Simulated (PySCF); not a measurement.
# C₅H₄F₂: electronic excitations at several levels of theory, part 2 of 2

PySCF 2.14.0. Atoms count from 0. Earlier steps stand in the parts before.

## 9. Ultraviolet spectrum: CAM-B3LYP/def2-SVPD

What the job is given:

```
{"job": {"kind": "uv", "xc": "CAM-B3LYP", "basis": "def2-SVPD", "ip": true}, "charge": 0, "multiplicity": 1}
F      2.458718    -0.608072    -0.499354
C      1.195294    -0.340245    -0.230553
C      0.255095    -1.157400     0.272156
C     -1.011224    -0.365945     0.387960
C     -0.668224     1.003586    -0.112267
C      0.627253     0.987176    -0.467718
F      1.354921     1.969889    -0.962777
H      0.377753    -2.202485     0.550460
H     -1.825125    -0.818072    -0.208472
H     -1.377518    -0.337680     1.430556
H     -1.352506     1.848018    -0.170658
```

Method: TDDFT CAM-B3LYP/def2-SVPD, vertical, gas phase, core orbitals frozen in the response.

Standard output:

```text
coarse grid: 10088 points
cycle   1  E = -392.0145801291  dE =  1.367e+00  |g| = 5.941e-01  |ddm| = 5.730e+00
cycle   2  E = -391.9970115762  dE =  1.757e-02  |g| = 7.078e-01  |ddm| = 1.425e+00
cycle   3  E = -392.0827966787  dE = -8.579e-02  |g| = 5.821e-02  |ddm| = 8.110e-01
cycle   4  E = -392.0835266545  dE = -7.300e-04  |g| = 1.755e-02  |ddm| = 1.614e-01
cycle   5  E = -392.0836048650  dE = -7.821e-05  |g| = 4.834e-03  |ddm| = 5.053e-02
cycle   6  E = -392.0836107556  dE = -5.891e-06  |g| = 4.842e-04  |ddm| = 9.622e-03
final grid: 100736 points
cycle   7  E = -392.1485116484  dE = -2.800e-05  |g| = 4.976e-03  |ddm| = 9.565e-02
cycle   8  E = -392.1485087372  dE =  2.911e-06  |g| = 6.568e-03  |ddm| = 1.284e-02
cycle   9  E = -392.1485162179  dE = -7.481e-06  |g| = 2.763e-04  |ddm| = 6.767e-03
cycle  10  E = -392.1485162310  dE = -1.315e-08  |g| = 1.462e-04  |ddm| = 7.668e-04
cycle  11  E = -392.1485162361  dE = -5.126e-09  |g| = 3.290e-05  |ddm| = 3.056e-04
cycle  12  E = -392.1485162364  dE = -2.302e-10  |g| = 9.895e-06  |ddm| = 5.959e-05
converged SCF energy = -392.1485162364

Static polarisability (au): isotropic 56.402, principal 39.579 61.417 68.209

Singlet excitations
state   eV       nm        f      main configurations
  1   5.3840    230.3   0.10099   H->L 0.98
  2   6.4001    193.7   0.00000   H->L+1 0.91
  3   6.6719    185.8   0.00000   H->L+2 0.94
  4   6.9488    178.4   0.07498   H-1->L 0.78, H->L+6 0.20
  5   7.2849    170.2   0.03772   H->L+3 0.93
  6   7.8432    158.1   0.00454   H-2->L 0.96
  7   7.9298    156.4   0.00000   H->L+4 0.90
  8   7.9741    155.5   0.01388   H-1->L+1 0.61, H->L+5 0.29
  9   8.3952    147.7   0.46027   H->L+6 0.76, H-1->L 0.19
 10   8.4772    146.3   0.05839   H->L+7 0.97

Triplet excitations (Tamm-Dancoff, eV): 3.2439 4.9547 6.2340 6.6079
Vertical ionisation energy (delta-SCF) = 8.9735 eV
```

Run time: 50 s. Hardware: 1 thread of Arm Neoverse V2, shared host; peak memory 0.89 GiB.

In short: HOMO -8.10 eV, LUMO 0.29 eV; lowest singlet 5.38 eV.

## 10. Excited states and response: wB97X-D/def2-SVPD

The job, as its differences from that of step 9:

```diff
@@ -1,2 +1,2 @@
-{"job": {"kind": "uv", "xc": "CAM-B3LYP", "basis": "def2-SVPD", "ip": true}, "charge": 0, "multiplicity": 1}
+{"job": {"kind": "uv", "xc": "wB97X-D", "basis": "def2-SVPD", "ip": true}, "charge": 0, "multiplicity": 1}
 F      2.458718    -0.608072    -0.499354
```

Method: TDDFT wB97X-D/def2-SVPD, vertical, gas phase, core orbitals frozen in the response.

Standard output:

```text
coarse grid: 10088 points
cycle   1  E = -392.0504686222  dE =  1.414e+00  |g| = 5.973e-01  |ddm| = 5.121e+00
cycle   2  E = -392.0503367142  dE =  1.319e-04  |g| = 6.482e-01  |ddm| = 1.382e+00
cycle   3  E = -392.1206548778  dE = -7.032e-02  |g| = 5.483e-02  |ddm| = 7.336e-01
cycle   4  E = -392.1213010996  dE = -6.462e-04  |g| = 1.523e-02  |ddm| = 1.386e-01
cycle   5  E = -392.1213574179  dE = -5.632e-05  |g| = 6.792e-03  |ddm| = 4.956e-02
cycle   6  E = -392.1213680679  dE = -1.065e-05  |g| = 1.736e-03  |ddm| = 1.316e-02
cycle   7  E = -392.1213689101  dE = -8.422e-07  |g| = 5.930e-04  |ddm| = 3.695e-03
final grid: 100736 points
cycle   8  E = -392.1769387894  dE = -1.173e-04  |g| = 7.704e-03  |ddm| = 1.954e-01
cycle   9  E = -392.1769383162  dE =  4.732e-07  |g| = 8.897e-03  |ddm| = 2.431e-02
cycle  10  E = -392.1769500544  dE = -1.174e-05  |g| = 4.919e-04  |ddm| = 7.603e-03
cycle  11  E = -392.1769501407  dE = -8.634e-08  |g| = 3.094e-04  |ddm| = 2.350e-03
cycle  12  E = -392.1769501670  dE = -2.624e-08  |g| = 4.415e-05  |ddm| = 8.545e-04
cycle  13  E = -392.1769501679  dE = -8.930e-10  |g| = 2.281e-05  |ddm| = 2.219e-04
converged SCF energy = -392.1769501679

Static polarisability (au): isotropic 56.516, principal 40.000 61.490 68.059

Singlet excitations
state   eV       nm        f      main configurations
  1   5.3929    229.9   0.10221   H->L 0.98
  2   6.6320    186.9   0.00000   H->L+1 0.78, H->L+2 0.15
  3   6.9282    179.0   0.07357   H-1->L 0.78, H->L+5 0.21
  4   6.9683    177.9   0.00008   H->L+2 0.81, H->L+1 0.14
  5   7.6081    163.0   0.05091   H->L+3 0.90
  6   7.8204    158.5   0.00193   H-2->L 0.97
  7   8.2337    150.6   0.01848   H-1->L+1 0.68, H->L+6 0.21
  8   8.2559    150.2   0.00001   H->L+4 0.88
  9   8.4618    146.5   0.47269   H->L+5 0.76, H-1->L 0.19
 10   8.5142    145.6   0.00000   H-3->L 0.98

Triplet excitations (Tamm-Dancoff, eV): 3.3339 5.0666 6.5591 6.9707
Vertical ionisation energy (delta-SCF) = 8.9062 eV
```

It took 47 s on 1 thread of Arm Neoverse V2, shared host; peak memory 0.86 GiB.

In short: HOMO -8.61 eV, LUMO 0.97 eV; lowest singlet 5.39 eV.

## 11. TDDFT and polarisability: LC-wPBE/def2-SVPD

The job, as its differences from that of step 10:

```diff
@@ -1,2 +1,2 @@
-{"job": {"kind": "uv", "xc": "wB97X-D", "basis": "def2-SVPD", "ip": true}, "charge": 0, "multiplicity": 1}
+{"job": {"kind": "uv", "xc": "LC-wPBE", "basis": "def2-SVPD", "ip": true}, "charge": 0, "multiplicity": 1}
 F      2.458718    -0.608072    -0.499354
```

Method: TDDFT LC-wPBE/def2-SVPD, vertical, gas phase, core orbitals frozen in the response.

Standard output:

```text
coarse grid: 10088 points
cycle   1  E = -391.9099273456  dE =  1.560e+00  |g| = 6.262e-01  |ddm| = 5.110e+00
cycle   2  E = -391.9277827653  dE = -1.786e-02  |g| = 6.238e-01  |ddm| = 1.381e+00
cycle   3  E = -391.9915651927  dE = -6.378e-02  |g| = 6.269e-02  |ddm| = 7.350e-01
cycle   4  E = -391.9924050239  dE = -8.398e-04  |g| = 1.857e-02  |ddm| = 1.491e-01
cycle   5  E = -391.9924988699  dE = -9.385e-05  |g| = 1.016e-02  |ddm| = 5.354e-02
cycle   6  E = -391.9925210901  dE = -2.222e-05  |g| = 1.394e-03  |ddm| = 1.741e-02
cycle   7  E = -391.9925252144  dE = -4.124e-06  |g| = 7.512e-04  |ddm| = 5.392e-03
final grid: 100736 points
cycle   8  E = -392.0644236889  dE = -2.768e-05  |g| = 1.255e-02  |ddm| = 8.015e-02
cycle   9  E = -392.0644149270  dE =  8.762e-06  |g| = 1.454e-02  |ddm| = 2.623e-02
cycle  10  E = -392.0644476824  dE = -3.276e-05  |g| = 1.912e-04  |ddm| = 1.190e-02
cycle  11  E = -392.0644476965  dE = -1.408e-08  |g| = 4.855e-05  |ddm| = 1.208e-03
cycle  12  E = -392.0644476974  dE = -9.005e-10  |g| = 2.085e-05  |ddm| = 1.944e-04
converged SCF energy = -392.0644476974

Static polarisability (au): isotropic 55.281, principal 38.946 59.495 67.401

Singlet excitations
state   eV       nm        f      main configurations
  1   5.5590    223.0   0.09954   H->L 0.98
  2   6.9776    177.7   0.00000   H->L+2 0.74, H->L+1 0.11
  3   7.3125    169.6   0.12581   H-1->L 0.85, H->L+6 0.12
  4   7.4498    166.4   0.00001   H->L+1 0.75, H->L+2 0.15
  5   7.9725    155.5   0.01672   H-2->L 0.86
  6   8.0186    154.6   0.03627   H->L+3 0.74, H-1->L+2 0.12, H-2->L 0.09
  7   8.5095    145.7   0.00913   H-1->L+2 0.28, H-1->L+1 0.27, H->L+5 0.22
  8   8.6033    144.1   0.44635   H->L+6 0.83, H-1->L 0.12
  9   8.6902    142.7   0.00000   H->L+4 0.71, H-3->L 0.08
 10   8.7102    142.3   0.00001   H-3->L 0.87

Triplet excitations (Tamm-Dancoff, eV): 3.1860 4.8445 6.7537 7.3419
Vertical ionisation energy (delta-SCF) = 9.0447 eV
```

Run time: 55 s. Hardware: 1 thread of Arm Neoverse V2, shared host; peak memory 0.81 GiB.

This run: HOMO -9.44 eV, LUMO 1.42 eV; lowest singlet 5.56 eV.

## 12. Excited states and response: PBE0/6-31G*

The job, as its differences from that of step 11:

```diff
@@ -1,2 +1,2 @@
-{"job": {"kind": "uv", "xc": "LC-wPBE", "basis": "def2-SVPD", "ip": true}, "charge": 0, "multiplicity": 1}
+{"job": {"kind": "uv", "xc": "PBE0", "basis": "6-31G*"}, "charge": 0, "multiplicity": 1}
 F      2.458718    -0.608072    -0.499354
```

With the program's defaults for keys left out, this is: TDDFT PBE0/6-31G*, vertical, gas phase, core orbitals frozen in the response.

Standard output:

```text
coarse grid: 10088 points
cycle   1  E = -392.1047747210  dE =  1.245e+00  |g| = 6.219e-01  |ddm| = 3.365e+00
cycle   2  E = -392.0453626322  dE =  5.941e-02  |g| = 8.464e-01  |ddm| = 1.130e+00
cycle   3  E = -392.1734261274  dE = -1.281e-01  |g| = 1.067e-01  |ddm| = 7.057e-01
cycle   4  E = -392.1762616770  dE = -2.836e-03  |g| = 3.576e-02  |ddm| = 1.538e-01
cycle   5  E = -392.1765295575  dE = -2.679e-04  |g| = 1.374e-02  |ddm| = 4.335e-02
cycle   6  E = -392.1765700371  dE = -4.048e-05  |g| = 2.666e-03  |ddm| = 1.536e-02
cycle   7  E = -392.1765717665  dE = -1.729e-06  |g| = 2.495e-04  |ddm| = 2.822e-03
final grid: 100736 points
cycle   8  E = -392.1458260390  dE = -1.903e-05  |g| = 8.437e-03  |ddm| = 1.964e-02
cycle   9  E = -392.1458100106  dE =  1.603e-05  |g| = 1.275e-02  |ddm| = 1.823e-02
cycle  10  E = -392.1458412542  dE = -3.124e-05  |g| = 9.210e-04  |ddm| = 1.150e-02
cycle  11  E = -392.1458414428  dE = -1.886e-07  |g| = 2.576e-04  |ddm| = 1.206e-03
cycle  12  E = -392.1458414563  dE = -1.352e-08  |g| = 1.203e-04  |ddm| = 3.147e-04
cycle  13  E = -392.1458414597  dE = -3.425e-09  |g| = 1.764e-05  |ddm| = 1.104e-04
cycle  14  E = -392.1458414598  dE = -7.060e-11  |g| = 5.211e-06  |ddm| = 2.102e-05
converged SCF energy = -392.1458414598

Static polarisability (au): isotropic 46.715, principal 26.421 52.752 60.972

Singlet excitations
state   eV       nm        f      main configurations
  1   5.4418    227.8   0.08525   H->L 0.98
  2   6.8151    181.9   0.08795   H-1->L 0.79, H->L+2 0.20
  3   7.4720    165.9   0.00001   H->L+1 0.98
  4   7.5834    163.5   0.00197   H-2->L 0.99
  5   8.4981    145.9   0.00000   H-3->L 0.99
  6   8.9102    139.1   0.46100   H->L+2 0.76, H-1->L 0.18
  7   9.0186    137.5   0.00037   H->L+3 0.72, H->L+4 0.26
  8   9.0996    136.3   0.01706   H-1->L+1 0.78, H->L+5 0.11
  9   9.2297    134.3   0.00001   H->L+4 0.71, H->L+3 0.26
 10   9.4997    130.5   0.00277   H-4->L 0.69, H->L+5 0.21

Triplet excitations (Tamm-Dancoff, eV): 3.2225 4.9634 6.9609 7.2013
```

It took 12 s on 1 thread of Arm Neoverse V2, shared host; peak memory 0.59 GiB.

In short: HOMO -6.38 eV, LUMO -0.34 eV; lowest singlet 5.44 eV.

## 13. Side by side: electronic excitations

Excitations and ground-state properties, with basis size and wall time:

```csv
run,lowest singlet (eV),brightest (eV),f,gap (eV),α (Å³),μ (D),functions,time
HF/def2-SVPD,5.57,8.43,0.340,11.94,7.98,3.09,178,12 s
LDA/def2-SVPD,5.12,5.12,0.092,3.96,8.75,2.75,178,44 s
PBE/def2-SVPD,5.09,5.09,0.088,3.96,8.70,2.60,178,66 s
B3LYP/def2-SVPD,5.23,5.23,0.097,5.53,8.48,2.80,178,41 s
PBE0/def2-SVPD,5.33,5.33,0.099,5.97,8.39,2.79,178,41 s
BHandHLYP/def2-SVPD,5.43,8.57,0.294,7.94,8.20,2.99,178,43 s
CAM-B3LYP/def2-SVPD,5.38,8.40,0.460,8.39,8.36,2.90,178,50 s
wB97X-D/def2-SVPD,5.39,8.46,0.473,9.59,8.37,2.83,178,47 s
LC-wPBE/def2-SVPD,5.56,8.60,0.446,10.86,8.19,2.88,178,55 s
PBE0/6-31G*,5.44,8.91,0.461,6.05,6.92,2.30,106,12 s
```

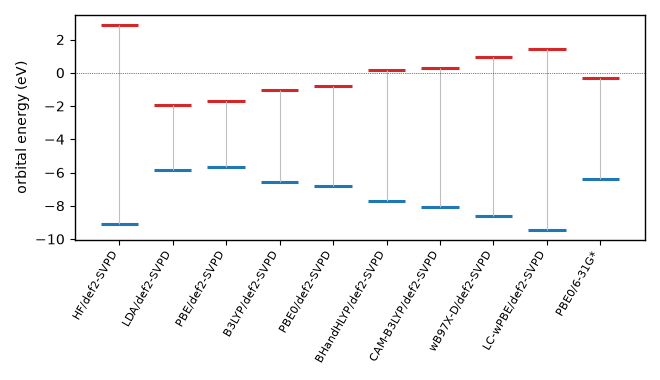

HOMO (blue) and LUMO (red) run by run.

## 14. Outcome

This closing draws on all 2 parts.

```
                                quantity                        value
                             point group                          C2v
    rotational constants (main isotopes)         3.74, 3.14, 1.73 GHz
           lowest singlet (HF/def2-SVPD)  5.57 eV (223 nm), f = 0.116
brightest single state of those computed  state 5, 8.43 eV, f = 0.340
                          lowest triplet                      2.73 eV
             range of the lowest singlet              5.09 to 5.57 eV
```

What this shows: Single values in the summary come from the first run of each kind that ended normally (HF/def2-SVPD), which need not be the best level. Relaxing lowered the energy by 0.131 eV in 7 steps; the close pair that moved most is C2–C3, from 1.450 to 1.498 Å. The lowest singlet, at 5.57 eV, is HOMO→LUMO+1 0.82, HOMO→LUMO 0.13 and is bright; of the 10 states computed, the strongest absorption comes from state 5 at 8.43 eV. The lowest triplet lies 2.84 eV below the lowest singlet (triplets in Tamm-Dancoff, singlets in full TDDFT). The lowest singlet runs from 5.09 eV (PBE/def2-SVPD) to 5.57 eV (HF/def2-SVPD), while the orbital gap spans 3.96 to 11.94 eV. The lowest state need not be the same one in every run. The runs solved for a few states only, so the brightest column depends on that window.
